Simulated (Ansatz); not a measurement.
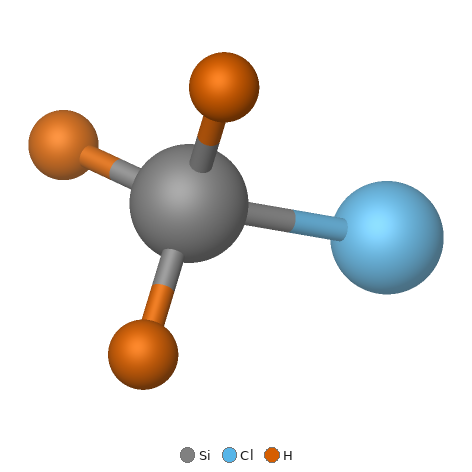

Rendered structure (ball-and-stick style). Every bond is drawn as one stick, whatever its order.

The computed structure is the end point of a PBE0-D4/def2-TZVP optimisation.

**Count the atoms of each element.**

ClH3Si, 5 atoms: 1 chlorine, 3 hydrogen and 1 silicon.

**How many bonds of each kind are drawn?**

3 Si–H, 1 Cl–Si. Sticks follow a distance rule.

**How many atoms are distinct by symmetry?**

3: 1 Si, 1 Cl, 3 H.

More results for the same structure follow; atom numbers are the same in all pictures, views and colours differ.

## Dipole moment

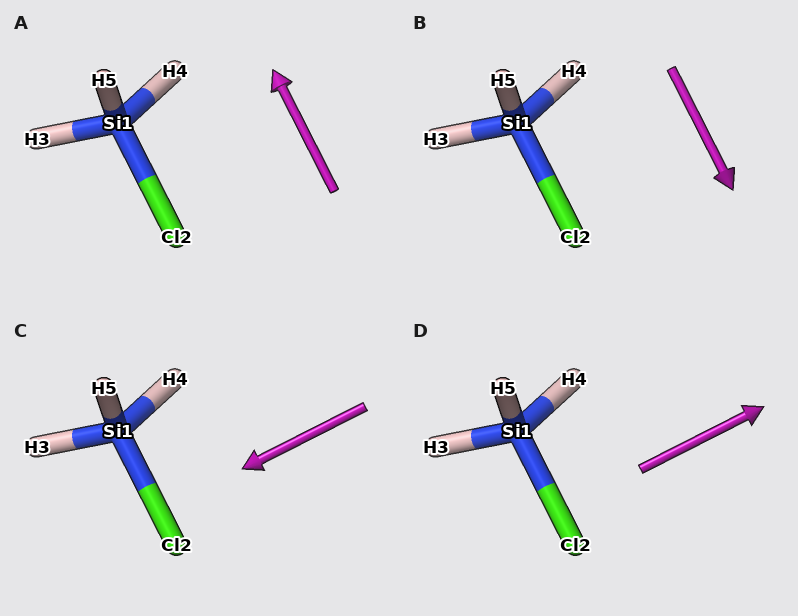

The same molecule four times, each with an arrow. Method: RKS PBE0-D4/def2-TZVP (Ansatz 0.2.0).

**Which arrow points along the dipole moment, from the negative to the positive end?**

A. The dipole moment is 1.26 D; it points from the side of Cl2 to the side of H3, H4, H5 (the outermost atoms at the two ends).

## Thermal motion

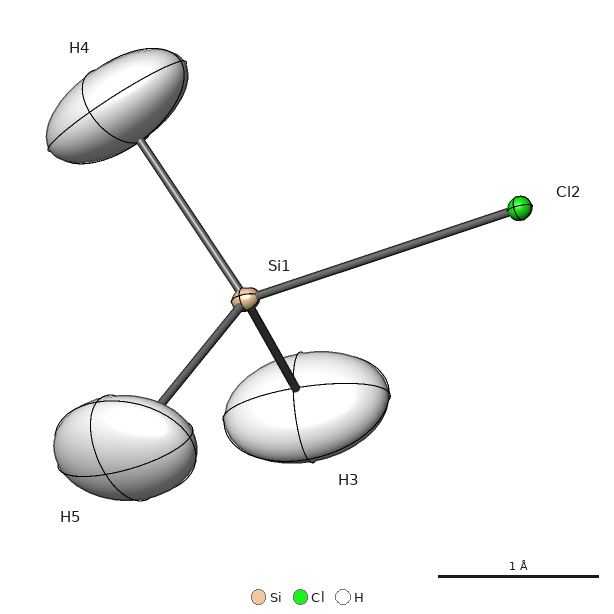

Displacement ellipsoids at the 50 % level, enlarged 2 times, from the internal vibrations of the free molecule (harmonic, no overall translation or rotation; no half-axis is drawn under 0.075 Å). Vibrations computed with RKS PBE0-D4/def2-TZVP (Ansatz 0.2.0). Temperature: 600 K.

**Which atom has the largest mean-square displacement?**

H3, H4, H5, with U_eq = 0.0173 Å².

**Does H5 move more along its bond or across it?**

Across it: the root-mean-square amplitude is 0.086 Å along the bond and up to 0.175 Å across, since bending and torsion are softer than stretching.

List U_eq and the three principal root-mean-square amplitudes for each kind of atom.

```
      atom  U_eq (Å²)   rms amplitudes (Å)
       Si1    0.00043  0.012, 0.012, 0.032
       Cl2    0.00025  0.005, 0.005, 0.026
H3, H4, H5     0.0173  0.086, 0.119, 0.175
```

## Electronic properties

Properties computed with RKS PBE0-D4/def2-TZVPP (Ansatz 0.2.0).

What does the calculation give?

- HOMO energy (Kohn–Sham orbital): −9.03 eV
- LUMO energy (Kohn–Sham orbital): −0.09 eV
- HOMO–LUMO gap: 8.94 eV

## Charges

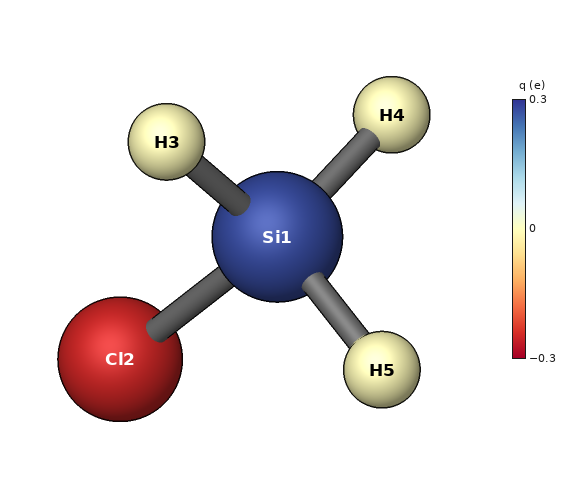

Atoms are coloured by their Mulliken charges. Method: RKS PBE0-D4/def2-TZVP (Ansatz 0.2.0).

Give the Mulliken charges atom by atom.

| atom | value (e) |
| --- | --- |
| Si1 | 0.28 |
| Cl2 | −0.25 |
| H3 | −0.01 |
| H4 | −0.01 |
| H5 | −0.01 |

Mulliken values depend strongly on the basis set and can even reverse the polarity of a bond.
